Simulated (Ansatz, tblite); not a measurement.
# The cluster GaSb2−: a ladder of methods and basis sets

How do method and basis change the picture of the cluster GaSb2− (singlet)?

The runs use Ansatz 0.2.0, Gaussian basis; as each input shows.

The runs, in order: GFN2-xTB, PBE-D4/def2-TZVPD, r2SCAN-D4/def2-TZVPD, HF/def2-TZVPD, r2SCAN0-D4/def2-TZVPD, BHLYP-D4/def2-TZVPD, LC-ωPBE/def2-TZVPD, BLYP-D4/def2-TZVPD, PBE-D4/def2-SVPD, PBE0-D4/def2-SVPD, CCSD(T)/def2-TZVPPD, MP2/def2-TZVPD, RPA/def2-TZVPD.

2 further runs of the same task are left out: 1 that didn't finish, 1 set aside as unsound or not needed. Runs told in other sessions of the task aren't counted.

### 1 The geometry

The singlet was relaxed beforehand with B3LYP-D4/def2-TZVPD. At that level it is the lowest of the isomers that a small search found.

3 atoms, charge -1, spin multiplicity 1.

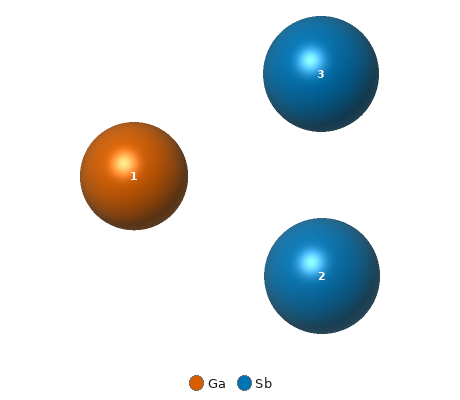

The structure; gallium orange, antimony blue; atoms are numbered from 1 in the order of the file.

Sb takes a core potential in the def2 sets. No spin-orbit coupling is included. The ion is computed in the gas phase, without counter-ions or solvent.

PBE0-D4/def2-TZVPD was run before; its log isn't repeated, and its numbers join the tables.

### 2 GFN2-xTB

Tight binding, by tblite at 300 K electronic temperature and without a spin-polarisation term:

```python
tblite.interface.Calculator('GFN2-xTB', numbers, positions, charge=-1, uhf=0).singlepoint()
```

Energy -158.4492 eV, HOMO -3.23 eV, LUMO -2.58 eV; 0.003 s.

### 3 PBE-D4/def2-TZVPD

start.molden holds the orbitals of an earlier run on this state, given as this run's starting guess.

Input file in.yaml:

```yaml
crystal:
  periodic: [false, false, false]
  atoms:
    - {symbol: Ga, position_ang: [-0.710534, -1.493917, -0.021602]}
    - {symbol: Sb, position_ang: [1.562486, 0.172251, 0.047881]}
    - {symbol: Sb, position_ang: [-0.851953, 1.321665, -0.026279]}
basis:
  gaussian: {orbitals: def2-TZVPD, initial_orbitals: start.molden}
total_charge: -1
hamiltonian: {xc: pbe, dispersion: d4}
scf: {omitted_lower_state_checks: [starts]}
output: {orbitals: {seedname: orbitals}}
```

On the command line:

```bash
$ ansatz run in.yaml --threads 4 --pin off --events-out ev --progress --plain --max-ram 3916MiB
```

What it wrote:

```text
Functional definition: PBE
  name "PBE"
  cite "Perdew, Burke & Ernzerhof, Phys. Rev. Lett. 77, 3865 (1996) doi:10.1103/PhysRevLett.77.3865"
  parent pbe
  parameter kappa = 0.804
  parameter beta = 0.06672455060314922
  exchange = pbe_x(kappa = kappa, mu = beta*pi^2/3)
  correlation = pbe_c(beta = beta)
these checks for a lower state are left out or cut short: starts
1202 factors; their error is unknown
mean field evaluation 1: about -65448.4759 eV, gradient 9.4e0 eV
mean field evaluation 2: about -65448.5823 eV, gradient 1.4e-1 eV
mean field evaluation 4: about -65448.5557 eV, gradient 2.9e-4 eV
mean field evaluation 8: about -65448.5557 eV, gradient 1.2e-5 eV
mean field -65448.55572907 eV, -2405.1900604190 hartree, gradient 1.2e-5 eV, S^2 0.000000; 0 other end points of the search recorded, 0 dependent functions left out
reference -65448.55576118 eV, -2405.1900615990 hartree; 39, 39 occupied and 127, 127 virtual orbitals, 1202 factors
Total energy: -65448.71306562 eV, -2405.1958424306 hartree
Checks for a lower state left out: starts
```

It took 1.2 s on 4 threads of Intel Xeon at 2.60GHz, shared host.

HOMO 0.18 eV, LUMO 0.75 eV. Doubts: highest occupied level lies above zero.

### 4 r2SCAN-D4/def2-TZVPD

Edit in.yaml of step 3 so:

```diff
@@ -9,3 +9,3 @@
 total_charge: -1
-hamiltonian: {xc: pbe, dispersion: d4}
+hamiltonian: {xc: r2scan, dispersion: d4}
 scf: {omitted_lower_state_checks: [starts]}
```

Launched as before.

What it wrote:

```text
Functional definition: r2SCAN
  name "r2SCAN"
  cite "Furness, Kaplan, Ning, Perdew & Sun, J. Phys. Chem. Lett. 11, 8208 (2020) doi:10.1021/acs.jpclett.0c02405"
  cite "Furness, Kaplan, Ning, Perdew & Sun, J. Phys. Chem. Lett. 11, 9248 (2020) doi:10.1021/acs.jpclett.0c03077"
  parent r2scan
  parameter k0 = 0.174
  parameter k1 = 0.065
  parameter a1 = 4.9479
  exchange = r2scan_x(k0 = k0, k1 = k1, a1 = a1)
  correlation = r2scan_c
these checks for a lower state are left out or cut short: starts
1202 factors; their error is unknown
mean field evaluation 1: about -65461.2070 eV, gradient 7.0e0 eV
mean field evaluation 2: about -65461.2619 eV, gradient 7.3e-2 eV
mean field evaluation 4: about -65461.2355 eV, gradient 1.1e-4 eV
mean field evaluation 8: about -65461.2355 eV, gradient 2.4e-5 eV
mean field -65461.23548584 eV, -2405.6560328856 hartree, gradient 2.4e-5 eV, S^2 0.000000; 0 other end points of the search recorded, 0 dependent functions left out
reference -65461.23549590 eV, -2405.6560332552 hartree; 39, 39 occupied and 127, 127 virtual orbitals, 1202 factors
Total energy: -65461.26129179 eV, -2405.6569812367 hartree
Checks for a lower state left out: starts
```

It took 2.2 s on 4 threads of Intel Xeon at 2.60GHz, shared host.

Report: HOMO 0.00 eV, LUMO 0.72 eV.

### 5 HF/def2-TZVPD

Edit in.yaml of step 4 so:

```diff
@@ -9,3 +9,3 @@
 total_charge: -1
-hamiltonian: {xc: r2scan, dispersion: d4}
+hamiltonian: {xc: hf}
 scf: {omitted_lower_state_checks: [starts]}
```

Same command.

What it wrote:

```text
Functional definition: HF
  name "HF"
  cite "Fock, Z. Phys. 61, 126 (1930) doi:10.1007/BF01340294"
  parent pbe
  exchange = exact_x
  correlation = 0
these checks for a lower state are left out or cut short: starts
1578 factors; their error is unknown
mean field evaluation 1: about -65355.0272 eV, gradient 2.6e1 eV
mean field evaluation 2: about -65355.8415 eV, gradient 1.0e0 eV
mean field evaluation 4: about -65357.8606 eV, gradient 2.4e0 eV
mean field evaluation 8: about -65357.8652 eV, gradient 2.4e-5 eV
mean field -65357.86518922 eV, -2401.8572445516 hartree, gradient 2.4e-5 eV, S^2 0.000000; 0 other end points of the search recorded, 0 dependent functions left out
reference -65357.86518922 eV, -2401.8572445516 hartree; 39, 39 occupied and 127, 127 virtual orbitals, 1578 factors
Total energy: -65357.86518922 eV, -2401.8572445516 hartree
Checks for a lower state left out: starts
```

It took 1.9 s on 4 threads of Intel Xeon at 2.60GHz, shared host.

Report: HOMO -2.23 eV, LUMO 3.76 eV.

### 6 r2SCAN0-D4/def2-TZVPD

Edit in.yaml of step 5 so:

```diff
@@ -9,3 +9,3 @@
 total_charge: -1
-hamiltonian: {xc: hf}
+hamiltonian: {xc: {name: r2SCAN0}, dispersion: d4}
 scf: {omitted_lower_state_checks: [starts]}
```

Launched as before.

What it wrote, cut to the lines that bear on the results:

```text
Functional definition: r2SCAN0
  name "r2SCAN0"
  cite "Bursch, Neugebauer, Ehlert & Grimme, J. Chem. Phys. 156, 134105 (2022) doi:10.1063/5.0086040"
  cite "Furness, Kaplan, Ning, Perdew & Sun, J. Phys. Chem. Lett. 11, 8208 (2020) doi:10.1021/acs.jpclett.0c02405"
  cite "Furness, Kaplan, Ning, Perdew & Sun, J. Phys. Chem. Lett. 11, 9248 (2020) doi:10.1021/acs.jpclett.0c03077"
  parent r2scan
[...]
1390 factors; their error is unknown
[...]
mean field -65458.78754461 eV, -2405.5660727047 hartree, gradient 1.5e-5 eV, S^2 0.000000; 0 other end points of the search recorded, 0 dependent functions left out
reference -65458.78755267 eV, -2405.5660730009 hartree; 39, 39 occupied and 127, 127 virtual orbitals, 1390 factors
Total energy: -65458.82373942 eV, -2405.5674028394 hartree
Checks for a lower state left out: starts
```

Run time: 3 s. Hardware: 4 threads of Intel Xeon at 2.60GHz, shared host.

Report: HOMO -0.72 eV, LUMO 1.29 eV.

### 7 BHLYP-D4/def2-TZVPD

Edit in.yaml of step 6 so:

```diff
@@ -9,3 +9,3 @@
 total_charge: -1
-hamiltonian: {xc: {name: r2SCAN0}, dispersion: d4}
+hamiltonian: {xc: {name: BHLYP}, dispersion: d4}
 scf: {omitted_lower_state_checks: [starts]}
```

Launched as before.

What it wrote:

```text
Functional definition: BHLYP
  name "BHLYP"
  cite "Becke, J. Chem. Phys. 98, 1372 (1993) doi:10.1063/1.464304"
  cite "Becke, Phys. Rev. A 38, 3098 (1988) doi:10.1103/PhysRevA.38.3098"
  cite "Lee, Yang & Parr, Phys. Rev. B 37, 785 (1988) doi:10.1103/PhysRevB.37.785"
  parameter a = 0.5
  exchange = (1 - a)*b88_x + a*exact_x
  correlation = lyp_c
these checks for a lower state are left out or cut short: starts
1468 factors; their error is unknown
mean field evaluation 1: about -65450.8037 eV, gradient 8.3e0 eV
mean field evaluation 2: about -65450.8732 eV, gradient 1.1e-1 eV
mean field evaluation 4: about -65451.8871 eV, gradient 1.4e-3 eV
mean field evaluation 8: about -65451.8871 eV, gradient 1.5e-5 eV
mean field -65451.88714739 eV, -2405.3124877842 hartree, gradient 1.5e-5 eV, S^2 0.000000; 0 other end points of the search recorded, 0 dependent functions left out
reference -65451.88727715 eV, -2405.3124925525 hartree; 39, 39 occupied and 127, 127 virtual orbitals, 1468 factors
Total energy: -65452.22766650 eV, -2405.3250016304 hartree
Checks for a lower state left out: starts
```

Wall time 2.2 s (4 threads of Intel Xeon at 2.60GHz, shared host).

From the report: HOMO -1.19 eV, LUMO 2.07 eV.

### 8 LC-ωPBE/def2-TZVPD

Edit in.yaml of step 7 so:

```diff
@@ -9,3 +9,3 @@
 total_charge: -1
-hamiltonian: {xc: {name: BHLYP}, dispersion: d4}
+hamiltonian: {xc: {name: LC-wPBE}}
 scf: {omitted_lower_state_checks: [starts]}
```

Same command.

What it wrote, cut to the lines that bear on the results:

```text
Functional definition: LC-wPBE
  name "LC-wPBE"
  cite "Vydrov & Scuseria, J. Chem. Phys. 125, 234109 (2006) doi:10.1063/1.2409292"
  cite "Heyd & Scuseria, J. Chem. Phys. 120, 7274 (2004) doi:10.1063/1.1668634"
  cite "Ernzerhof & Perdew, J. Chem. Phys. 109, 3313 (1998) doi:10.1063/1.476928"
  cite "Perdew, Burke & Ernzerhof, Phys. Rev. Lett. 77, 3865 (1996) doi:10.1103/PhysRevLett.77.3865"
  parent pbe
[...]
1202 factors; their error is unknown
398 factors; integrals over basis functions are off by at most 3.9e-5 eV
[...]
mean field -65450.11738463 eV, -2405.2474502022 hartree, gradient 1.6e-5 eV, S^2 0.000000; 0 other end points of the search recorded, 0 dependent functions left out
reference -65450.11738463 eV, -2405.2474502023 hartree; 39, 39 occupied and 127, 127 virtual orbitals, 1202 factors
Total energy: -65450.11738463 eV, -2405.2474502023 hartree
Checks for a lower state left out: starts
```

Run time: 1.8 s. Hardware: 4 threads of Intel Xeon at 2.60GHz, shared host.

Report: HOMO -2.65 eV, LUMO 3.08 eV.

### 9 BLYP-D4/def2-TZVPD

Edit in.yaml of step 8 so:

```diff
@@ -9,3 +9,3 @@
 total_charge: -1
-hamiltonian: {xc: {name: LC-wPBE}}
+hamiltonian: {xc: {name: BLYP}, dispersion: d4}
 scf: {omitted_lower_state_checks: [starts]}
```

Same command.

What it wrote:

```text
Functional definition: BLYP
  name "BLYP"
  cite "Becke, Phys. Rev. A 38, 3098 (1988) doi:10.1103/PhysRevA.38.3098"
  cite "Lee, Yang & Parr, Phys. Rev. B 37, 785 (1988) doi:10.1103/PhysRevB.37.785"
  parameter beta = 0.0042
  parameter a = 0.04918
  parameter b = 0.132
  parameter c = 0.2533
  parameter d = 0.349
  exchange = b88_x(beta = beta)
  correlation = lyp_c(a = a, b = b, c = c, d = d)
these checks for a lower state are left out or cut short: starts
1202 factors; their error is unknown
mean field evaluation 1: about -65455.7386 eV, gradient 1.3e1 eV
mean field evaluation 2: about -65455.9462 eV, gradient 2.5e-1 eV
mean field evaluation 4: about -65455.9201 eV, gradient 1.1e-1 eV
mean field evaluation 8: about -65455.9201 eV, gradient 2.3e-5 eV
mean field -65455.92007780 eV, -2405.4606952431 hartree, gradient 2.3e-5 eV, S^2 0.000000; 0 other end points of the search recorded, 0 dependent functions left out
reference -65455.92033071 eV, -2405.4607045374 hartree; 39, 39 occupied and 127, 127 virtual orbitals, 1202 factors
Total energy: -65456.23322821 eV, -2405.4722033083 hartree
Checks for a lower state left out: starts
```

Run time: 1.5 s. Hardware: 4 threads of Intel Xeon at 2.60GHz, shared host.

HOMO 0.38 eV, LUMO 0.90 eV. Doubts: highest occupied level lies above zero.

### 10 PBE-D4/def2-SVPD

Edit in.yaml of step 9 so:

```diff
@@ -7,5 +7,5 @@
 basis:
-  gaussian: {orbitals: def2-TZVPD, initial_orbitals: start.molden}
+  gaussian: {orbitals: def2-SVPD, initial_orbitals: start.molden}
 total_charge: -1
-hamiltonian: {xc: {name: BLYP}, dispersion: d4}
+hamiltonian: {xc: pbe, dispersion: d4}
 scf: {omitted_lower_state_checks: [starts]}
```

Launched as before.

What it wrote:

```text
Functional definition: PBE
  name "PBE"
  cite "Perdew, Burke & Ernzerhof, Phys. Rev. Lett. 77, 3865 (1996) doi:10.1103/PhysRevLett.77.3865"
  parent pbe
  parameter kappa = 0.804
  parameter beta = 0.06672455060314922
  exchange = pbe_x(kappa = kappa, mu = beta*pi^2/3)
  correlation = pbe_c(beta = beta)
these checks for a lower state are left out or cut short: starts
1143 factors; their error is unknown
mean field evaluation 1: about -65441.2497 eV, gradient 2.7e1 eV
mean field evaluation 2: about -65441.4415 eV, gradient 3.8e-1 eV
mean field evaluation 4: about -65441.4235 eV, gradient 3.2e-2 eV
mean field -65441.42351550 eV, -2404.9279564047 hartree, gradient 2.6e-5 eV, S^2 0.000000; 0 other end points of the search recorded, 0 dependent functions left out
reference -65441.42354950 eV, -2404.9279576540 hartree; 39, 39 occupied and 63, 63 virtual orbitals, 1143 factors
Total energy: -65441.58085394 eV, -2404.9337384856 hartree
Checks for a lower state left out: starts
```

Wall time 0.75 s (4 threads of Intel Xeon at 2.60GHz, shared host).

HOMO 0.30 eV, LUMO 0.86 eV. Doubts: highest occupied level lies above zero.

### 11 PBE0-D4/def2-SVPD

Edit in.yaml of step 10 so:

```diff
@@ -9,3 +9,3 @@
 total_charge: -1
-hamiltonian: {xc: pbe, dispersion: d4}
+hamiltonian: {xc: pbe0, dispersion: d4}
 scf: {omitted_lower_state_checks: [starts]}
```

Launched as before.

What it wrote, cut to the lines that bear on the results:

```text
Functional definition: PBE0
  name "PBE0"
  cite "Adamo & Barone, J. Chem. Phys. 110, 6158 (1999) doi:10.1063/1.478522"
  cite "Perdew, Burke & Ernzerhof, Phys. Rev. Lett. 77, 3865 (1996) doi:10.1103/PhysRevLett.77.3865"
  parent pbe
[...]
1191 factors; integrals over basis functions are off by at most 1.6e-4 eV
[...]
mean field -65442.86247858 eV, -2404.9808373223 hartree, gradient 1.8e-5 eV, S^2 0.000000; 0 other end points of the search recorded, 0 dependent functions left out
reference -65442.86250393 eV, -2404.9808382539 hartree; 39, 39 occupied and 63, 63 virtual orbitals, 1191 factors
Total energy: -65442.99612242 eV, -2404.9857486431 hartree
Checks for a lower state left out: starts
```

Wall time 1.4 s (4 threads of Intel Xeon at 2.60GHz, shared host).

HOMO -0.50 eV, LUMO 1.44 eV.

### 12 CCSD(T)/def2-TZVPPD

Edit in.yaml of step 11 so:

```diff
@@ -7,5 +7,5 @@
 basis:
-  gaussian: {orbitals: def2-SVPD, initial_orbitals: start.molden}
+  gaussian: {orbitals: "def2-TZVPPD.json", initial_orbitals: start.molden}
 total_charge: -1
-hamiltonian: {xc: pbe0, dispersion: d4}
+correlation: {method: ccsd_t}
 scf: {omitted_lower_state_checks: [starts]}
```

The command is unchanged.

What it wrote, cut to the lines that bear on the results:

```text
Functional definition: HF
  name "HF"
  cite "Fock, Z. Phys. 61, 126 (1930) doi:10.1007/BF01340294"
  parent pbe
[...]
1355 factors; integrals over basis functions are off by at most 7.6e-4 eV
[...]
mean field -65357.86620874 eV, -2401.8572820184 hartree, gradient 1.9e-6 eV, S^2 0.000000; 2 other end points of the search recorded, 0 dependent functions left out; unrestricted orbitals would lower it
determinant -65357.86620874 eV, -2401.8572820184 hartree, with singles and doubles -65381.68816120 eV, -2402.7327226243 hartree
determinant -65355.76660583 eV, -2401.7801230344 hartree, with singles and doubles -65379.49847600 eV, -2402.6522531774 hartree
determinant -65354.41389525 eV, -2401.7304118377 hartree, with singles and doubles -65378.27933865 eV, -2402.6074507060 hartree
17 core orbitals not correlated: weight in the atoms' cores, before any rotation towards them, 1.000 or more for the frozen orbitals, at most 0.000 for the correlated occupied ones
reference -65357.86620874 eV, -2401.8572820184 hartree; 22, 22 occupied and 127, 127 virtual orbitals, 1355 factors
second order -24.88088270 eV of doubles, -0.00000000 eV of singles
cycle   1  -23.82534226 eV  change   -3.4e-3 eV  update   1.4e-3
[...]
cycle   6  -23.82483098 eV  change    3.4e-5 eV  update   1.4e-5
perturbative correction -1.14531495 eV, -0.0420895480 hartree
Total energy: -65382.83635467 eV, -2402.7749179559 hartree
Checks for a lower state left out: starts
```

Run time: 32 s. Hardware: 4 threads of Intel Xeon at 2.60GHz, shared host; peak memory 1.7 GiB.

Hartree-Fock HOMO -2.23 eV, LUMO 3.76 eV; T1 0.016. Doubts: restricted state is unstable towards broken spin symmetry.

### 13 MP2/def2-TZVPD

Edit in.yaml of step 12 so:

```diff
@@ -7,5 +7,5 @@
 basis:
-  gaussian: {orbitals: "def2-TZVPPD.json", initial_orbitals: start.molden}
+  gaussian: {orbitals: def2-TZVPD, initial_orbitals: start.molden}
 total_charge: -1
-correlation: {method: ccsd_t}
+correlation: {method: mp2}
 scf: {omitted_lower_state_checks: [starts]}
```

Launched as before.

What it wrote, cut to the lines that bear on the results:

```text
Functional definition: HF
  name "HF"
  cite "Fock, Z. Phys. 61, 126 (1930) doi:10.1007/BF01340294"
  parent pbe
[...]
1355 factors; integrals over basis functions are off by at most 7.6e-4 eV
[...]
mean field -65357.86620874 eV, -2401.8572820184 hartree, gradient 1.9e-6 eV, S^2 0.000000; 0 other end points of the search recorded, 0 dependent functions left out; unrestricted orbitals would lower it
[...]
17 core orbitals not correlated: weight in the atoms' cores, before any rotation towards them, 1.000 or more for the frozen orbitals, at most 0.000 for the correlated occupied ones
reference -65357.86620874 eV, -2401.8572820184 hartree; 22, 22 occupied and 127, 127 virtual orbitals, 1355 factors
second order -24.88088270 eV of doubles, -0.00000000 eV of singles
Total energy: -65382.74709144 eV, -2402.7716375926 hartree
Checks for a lower state left out: starts
```

Run time: 2.8 s. Hardware: 4 threads of Intel Xeon at 2.60GHz, shared host.

Hartree-Fock HOMO -2.23 eV, LUMO 3.76 eV. Doubts: restricted state is unstable towards broken spin symmetry.

### 14 RPA/def2-TZVPD

Edit in.yaml of step 13 so:

```diff
@@ -9,4 +9,4 @@
 total_charge: -1
-correlation: {method: mp2}
+hamiltonian: {xc: pbe}
+correlation: {method: rpa}
 scf: {omitted_lower_state_checks: [starts]}
-output: {orbitals: {seedname: orbitals}}
```

Launched as before.

What it wrote, cut to the lines that bear on the results:

```text
Functional definition: PBE
  name "PBE"
  cite "Perdew, Burke & Ernzerhof, Phys. Rev. Lett. 77, 3865 (1996) doi:10.1103/PhysRevLett.77.3865"
  parent pbe
[...]
1355 factors; integrals over basis functions are off by at most 7.6e-4 eV
[...]
mean field -65448.55572237 eV, -2405.1900601727 hartree, gradient 1.9e-6 eV, S^2 0.000000; 0 other end points of the search recorded, 0 dependent functions left out
17 core orbitals not correlated: weight in the atoms' cores, before any rotation towards them, 1.000 or more for the frozen orbitals, at most 0.000 for the correlated occupied ones
reference -65356.40963760 eV, -2401.8037540163 hartree; 22, 22 occupied and 127, 127 virtual orbitals, 1355 factors
Total energy: -65390.16487560 eV, -2403.0442361326 hartree
Checks for a lower state left out: starts
```

Run time: 3.3 s. Hardware: 4 threads of Intel Xeon at 2.60GHz, shared host.

### 15 Levels side by side

| level | functions | HOMO (eV) | LUMO (eV) | gap (eV) | time |
| --- | --- | --- | --- | --- | --- |
| HF/def2-TZVPD | 166 | -2.23 | 3.76 | 5.99 | 1.9 s |
| PBE-D4/def2-SVPD | 102 | 0.30 | 0.86 | 0.56 | 0.75 s |
| PBE-D4/def2-TZVPD | 166 | 0.18 | 0.75 | 0.57 | 1.2 s |
| BLYP-D4/def2-TZVPD | 166 | 0.38 | 0.90 | 0.52 | 1.5 s |
| r2SCAN-D4/def2-TZVPD | 166 | 0.00 | 0.72 | 0.72 | 2.2 s |
| PBE0-D4/def2-SVPD | 102 | -0.50 | 1.44 | 1.94 | 1.4 s |
| PBE0-D4/def2-TZVPD | 166 | -0.60 | 1.34 | 1.94 | 2.9 s |
| r2SCAN0-D4/def2-TZVPD | 166 | -0.72 | 1.29 | 2.01 | 3 s |
| BHLYP-D4/def2-TZVPD | 166 | -1.19 | 2.07 | 3.25 | 2.2 s |
| LC-ωPBE/def2-TZVPD | 166 | -2.65 | 3.08 | 5.73 | 1.8 s |

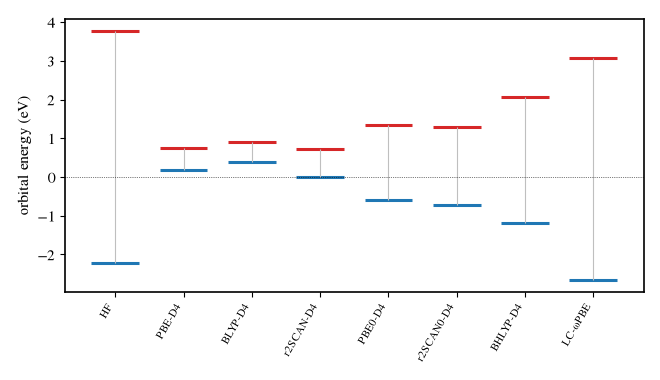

Highest filled (blue) and lowest empty (red) level in def2-TZVPD.

The pieces so far (eV):

| basis | HF | MP2 correlation | CCSD correlation | (T) | total |
| --- | --- | --- | --- | --- | --- |
| def2-TZVPPD | -65357.8662 | -24.8809 | -23.8248 | -1.1453 | -65382.8364 |
| def2-TZVPD | -65357.8662 | -24.8809 |  |  | -65382.7471 (MP2) |

### 16 Summary of results

```
                                                                   quantity                            value
gap in def2-TZVPD, named functionals and Hartree-Fock, smallest and largest  0.52 eV (BLYP-D4), 5.99 eV (HF)
                                    correlation energy, CCSD(T)/def2-TZVPPD                        -24.97 eV
                                         correlation energy, MP2/def2-TZVPD                        -24.88 eV
                            PBE0 total energy, smallest basis above largest  7.08 eV (def2-SVPD, def2-TZVPD)
```

What this shows: Orbital gaps of the named functionals and Hartree-Fock in def2-TZVPD span 0.52 eV (BLYP-D4) to 5.99 eV (HF); exact exchange widens it. PBE-D4, BLYP-D4 put the HOMO above zero; others here keep it below zero, so the sign hangs on the functional's self-interaction and doesn't show that the species is unbound.

The slowest run with a step of its own, CCSD(T)/def2-TZVPPD, took 32 s; the quickest functional in def2-TZVPD took 1.2 s (shared host).
